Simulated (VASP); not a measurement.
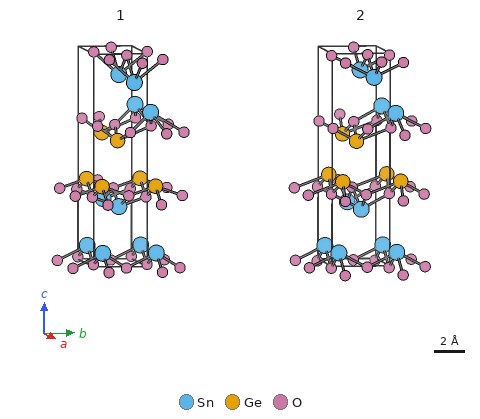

Two geometries of a crystal of Sn$_{2}$GeO$_{3}$ (a generated structure, set up in P1), drawn at one scale. One is the start of a relaxation, the other its converged end. The picture is a ball-and-stick view of the cell of the calculation, repeated 2 × 1 × 1 with one cell outlined, seen slightly off an axis.

All numbers below come from Kohn-Sham DFT of a periodic cell, PBE, VASP PAW PBE potentials, recommended in VASP. (plane-wave cutoff 520 eV; k-point mesh 6 × 6 × 2; occupations gaussian; smearing width 0.15 eV; no spin polarisation)

### Which geometry has the lower energy?

Structure 2 is the relaxed one. The run lets cell and atoms move. Over 60 geometry steps the energy falls by 337 meV per atom. Largest force component: 6.4 eV/Å at the start, 0.018 eV/Å at the end. Pressure: 7.14 GPa at the start and −0.05 GPa at the end. The atom that moves furthest relative to the cell is a Sn atom (0.37 Å along [−3 3 −1]). Largest moves by element: Sn 0.37 Å, Ge 0.35 Å, O 0.33 Å. The volume changes by −1.2 %, with a 3.860 → 3.526 Å (−8.7 %), b 3.822 → 4.140 Å (+8.3 %), c 14.807 → 14.787 Å (−0.1 %), α 91.9° → 91.7°, β 89.7° → 90.0°, γ 89.4° → 90.0°. Near-neighbour distances that change, for instance: Ge–O 1.982 → 2.597 Å, O–Sn 2.594 → 2.204 Å, O–Sn 2.571 → 2.182 Å, O–Sn 2.036 → 2.416 Å. Bond angles that change, for instance: Sn–O–Sn 100.7° → 127.8°, O–Sn–O 100.7° → 127.8°, Sn–O–Ge 91.3° → 110.3°. The space group stays P1 (No. 1).

Limits of the set-up: layers or molecules are held without a dispersion correction, so their spacing is unreliable.
